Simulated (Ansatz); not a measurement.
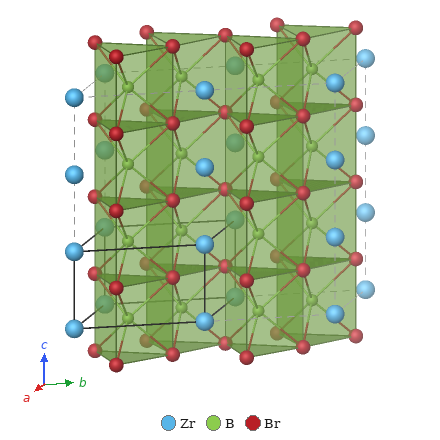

Polyhedra are drawn about B (bonds: B–Br below 3.2 Å); other atoms are plain spheres.

System ZrB2Br3 (space group P-62m, No. 189); source of the atomic positions: coordinates from a relaxation with DFT PBE, scalar-relativistic, plane waves, PAW in Ansatz; the starting structure was generated, so it need not be a known form of this composition.

> What figure surrounds each B atom, and what does it share with the other drawn polyhedra?

B: BBr6 trigonal prism, sharing faces with two neighbours, corners with six neighbours and edges with three neighbours.

> What is the connectivity of the polyhedra: isolated, groups, chains, layers or framework?

They form a three-dimensional framework of corner-, edge- and face-sharing trigonal prisms.

> How far apart are the centres of linked polyhedra?

Centre to centre across a shared face: 3.66 Å; across a shared corner: 5.19 Å; across a shared edge: 3.68 Å.
